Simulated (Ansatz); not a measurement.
The reference is BeS in the zinc blende structure (space group F-43m, No. 216; a = 4.869 Å).

Modification: hydrostatic tension (pressure −1 GPa).

The values are results of r2SCAN in Ansatz (plane waves to 500 eV, PAW, no spin-orbit coupling), not measurements.

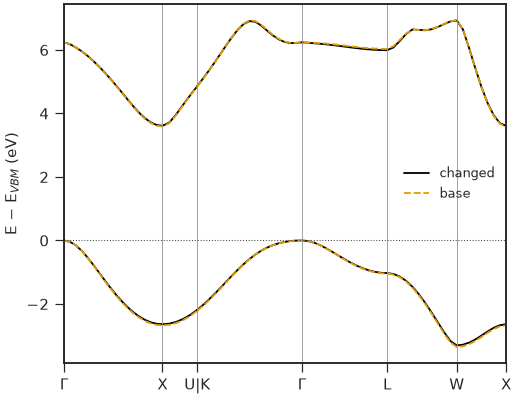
*Highest valence and lowest conduction band along the path, each from its own valence-band maximum*

**Question.** From the figure, how large is the changed gap, and is it direct?

**Answer.** About 3.6 eV, indirect, Γ → X.

Load acts through the strain it causes; cell and atoms are relaxed under it. No phonon test of stability was made.

Ansatz is a quantum-chemistry and plane-wave program.
